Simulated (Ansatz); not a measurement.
AlHO···HF

```xyz
5

Al    0.4436    1.4907   -1.1004
F     0.4261   -1.8769   -0.2174
H     0.1239   -1.0052    0.0538
O    -0.2375    0.5923    0.2364
H    -0.7561    0.7992    1.0276
```

Method: Ansatz 0.2.0, RKS PBE/def2-TZVP.

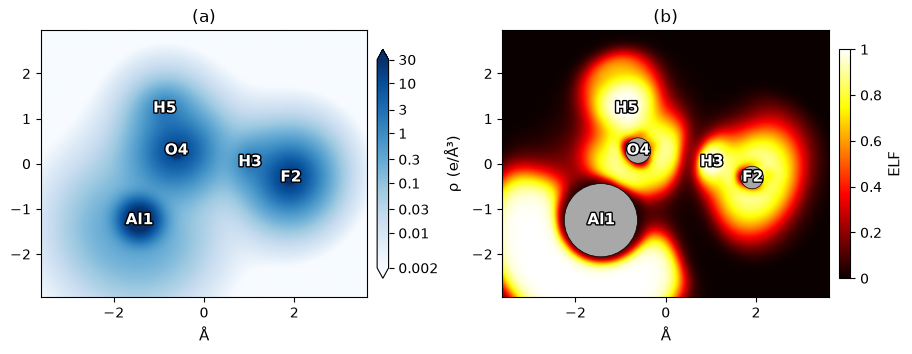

Figure 1. (a) electron density; (b) ELF on the molecular plane. Grey discs cover the atomic cores in the ELF map.

### What does the map show?

The plane passes through Al, F, H and O nuclei. O4···H3 (1.65 Å): the density falls to about 0.35 e/Å³ on the way; the ELF dips to about 0.20 between them: by its geometry a hydrogen bond between the two molecules, with no shared pair. Al–O (1.75 Å): ρ at the midpoint is about 0.77 e/Å³; the ELF peaks at about 0.85 in the valence shell of O, 0.6 Å from its nucleus, and is about 0.45 at the midpoint. F–H (0.96 Å): ρ is about 4.3 e/Å³ halfway; the ELF climbs to about 1 towards the hydrogen, as it does in any bond to H; a covalent bond by its length. O–H (0.97 Å): the density is about 3.7 e/Å³ at the midpoint; the ELF climbs to about 1 towards the hydrogen; a covalent bond by its length. The ELF also peaks beside F2, away from the bonds: lone-pair regions.

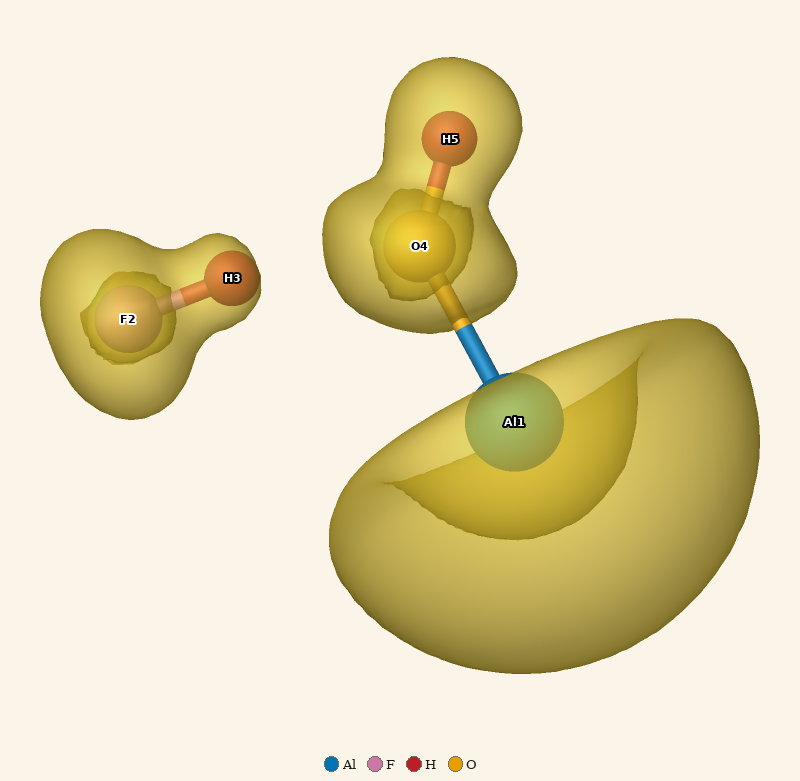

Figure 2. Isosurface of the electron localisation function at 0.75 (yellow), seen across its widest extent. Only the valence region is drawn (cores and ρ < 0.01 e/Å³ removed).

### Where are the electrons localised?

The ELF exceeds this value in one lobe on Al, pointing away from the bonds (lone pairs), one joined region spread over several atoms (F, H), in which their bonds and any lone pairs are merged and one joined region spread over several atoms (H, O), in which their bonds and any lone pairs are merged.

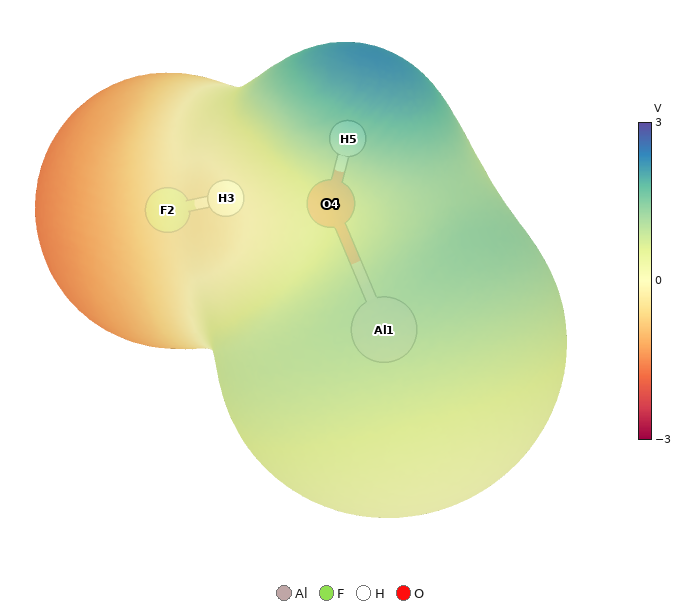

Figure 3. The molecular electrostatic potential painted on the density surface at 0.001 e/bohr³, seen at a tilt; red is negative and blue positive.

### Which sites attract a positive test charge, and which a negative one?

A positive charge is drawn to the negative regions and a negative charge to the positive ones. The most negative region (about −1.6 V, or −37 kcal/mol for a unit charge) lies over F2, the most positive (about +2.2 V, or +51 kcal/mol for a unit charge) over H5.
